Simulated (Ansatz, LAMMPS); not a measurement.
# An extra electron or hole in amorphous 29Ga2O3-71GeO2 (mol %) (86 atoms): runs compared

Does an extra electron or hole in amorphous 29Ga2O3-71GeO2 (mol %) (86 atoms) stay spread out, or do the atoms trap it?

Computed with Ansatz 0.2.0: Kohn-Sham DFT, r2SCAN, PAW (set soft_1), plane waves.

### 1. The cell as built

The cell holds 86 atoms: 14 Ga, 17 Ge and 55 O. Cell: a = 10.359 Å, b = 10.359 Å, c = 10.359 Å, α = 90.0°, β = 90.0°, γ = 90.0°. 86 atoms (14 Fe, 17 Ge, 55 O) placed at random at 4.41 g/cm³, melted at 5000 K for 10 ps at fixed volume with the Morse and Coulomb pair potential with partial charges (Pedone, Malavasi, Menziani, Cormack and Segre, J. Phys. Chem. B 110, 11780 (2006)). Quenched from 5000 K to 300 K at 100 K/ps and fixed volume, held 5 ps, then minimised at fixed cell. Then Fe was replaced by Ga and the cell scaled by 1.006 (the potential has no terms for the new elements, so the cell is a start for a DFT relaxation).

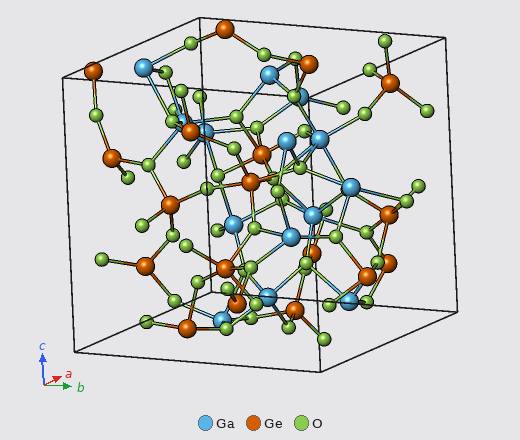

The cell as built. Some periodic images of atoms are drawn too.

Limits known from the start: The quench rate of 100 K/ps far exceeds what a furnace or splat quench reaches, so expect more defects and frozen-in strain than in a real sample. The starting topology of bonds comes from the classical model, and needn't be the one that DFT or experiment would give. Only the Γ point is sampled, in a cell whose shortest periodic width is 10 Å.

### 2. The reference run

The reference is a single point at the end of the relaxation.

The charged cells start from the geometry of this run, on a uniform background, with spin and a narrow Fermi–Dirac smearing.

Its input, with most atom lines left out:

```yaml
crystal:
  lattice:
    - [10.35908, 0.0, 0.0]
    - [0.0, 10.35908, 0.0]
    - [0.0, 0.0, 10.35908]
  atoms:
    - { symbol: Ga, position: [0.22966, 0.45867, 0.79607] }
    - { symbol: Ga, position: [0.56181, 0.99015, 0.90048] }
    - { symbol: Ga, position: [0.28229, 0.5692, 0.45991] }
    - { symbol: Ga, position: [0.1798, 0.48342, 0.13419] }
    - { symbol: Ga, position: [0.88218, 0.39578, 0.21174] }
    - { symbol: Ga, position: [0.63397, 0.75996, 0.10098] }
    - { symbol: Ga, position: [0.98605, 0.55524, 0.43838] }
    [... atom lines 8 to 86 left out ...]
kpoints:
  mp_grid: { grid: [1, 1, 1] }
hamiltonian:
  xc: r2scan
  pseudopotentials: { kind: paw, azcp: { folder: soft_1 } }
scf:
  occupations: { method: fermi_dirac, width: 0.05 }
output:
  forces: true
  stress: true
  populations: true
  dos:
    method: { smearing: { sigma: 0.1 } }
    de: 0.1
    projected: { site_lists: { Ga: [Ga], Ge: [Ge], O: [O] } }
  eigenvalues: true
  write_density: true
  write_potential: true
  volumetric_format: npy
```

- free energy per atom: -1831.3077 eV/atom
- r.m.s. force component: 0.0102 eV/Å
- pressure: -3.655 GPa

Filled and empty levels are parted by 2.06 eV (at Γ alone); a semilocal functional tends to put such gaps too low. In a disordered cell it changes from sample to sample, and tail or defect levels can set it.

### 3. The runs

Each row is one run, on 4 threads of AMD EPYC 7R43, shared host. The free energy is the program's total, comparable only between runs with the same functional, potentials and atoms; between charge states it hangs on the program's zero of potential.

```csv
run,atoms,outcome,"ionic steps, all passes",free energy (eV),time,host memory (GiB)
Single point at the start,86,converged,-,-157485.443,52 s,3.4
Relaxation,86,converged,25,-157492.463,14 min,3.4
Single point at the relaxed geometry,86,converged,-,-157492.463,66 s,3.5
"An extra electron, atoms held",86,converged,-,-157485.106,2.9 min,5.0
"An extra electron, atoms relaxed",86,converged,3,-157485.135,5.2 min,4.9
"An extra electron, levels at the relaxed geometry",86,converged,-,-157485.135,3.1 min,5.0
Neutral at the geometry of the electron,86,converged,-,-157492.434,66 s,3.5
"An extra hole, atoms held",86,converged,-,-157497.401,5.8 min,5.0
```

In some runs the program notes that the exchange-correlation potential is rough where the density is thin and the stability of the SCF solution was not settled.

### 4. Energies and spread of the extra charge

Energies are differences within one cell and functional; the shift is the gain plus the neutral cell's energy at the new geometry, that is how much cheaper the vertical process becomes there. The spread is the participation number of the site moments (1/Σw², over the spin inside atomic spheres), with the atom that holds the largest share and the spin that the spheres hold in all.

```csv
carrier,"charged less neutral, atoms held (eV)",gain on relaxing (eV),"neutral cell at that geometry, less the reference (eV)",shift of the vertical energy (eV),"spread, atoms held","spread, relaxed"
electron,7.356,0.029,0.029,0.058,75; O84 3 % of 0.37 μB,71; Ge28 3 % of 0.39 μB
hole,-4.939,-,-,-,8; O47 26 % of 0.88 μB,-
```

### 5. Outcome

The extra electron gains 0.029 eV as the atoms relax, and its spin stays on about 71 atoms: it stays spread out at this level. With the atoms held, the spheres hold only 0.37 of the 0.93 μB, so the spread is read from a small part of the spin. With the atoms held, the spin of the extra hole spreads over about 8 atoms, 26 % of it on O47; the relaxed state was not obtained, so trapping isn't settled. Adding the two vertical energies gives 2.42 eV, against a gap of 2.06 eV in the neutral cell. The zero of the potential cancels in this sum; the excess isn't taken apart here: charging of a small cell, filling of bands on a coarse mesh and the attraction to the background can all enter.

Caveats: Single energies of charged cells hang on the program's zero of potential. In the spin-polarised runs the search for a state of lower energy was switched off. No distortion was seeded, so a trapped state behind a barrier can't be found. Local and semilocal functionals favour spread-out charges, so trapping can be missed. The pressure of -3.7 GPa says that the cell would shrink at this level of theory. Charged cells carry a uniform background, with no correction for images.

The DFT runs together took 34 min of wall time.

[Logs are printed without paths, hosts, clocks, repeated set-up lines and the standing remarks that a program may print on its own settings, such as how far it seeks lower states.]

[Hosts, paths, dates, database ids (printed as entryN), source tags and the programs' standing remarks are cut or masked in the printed files.]
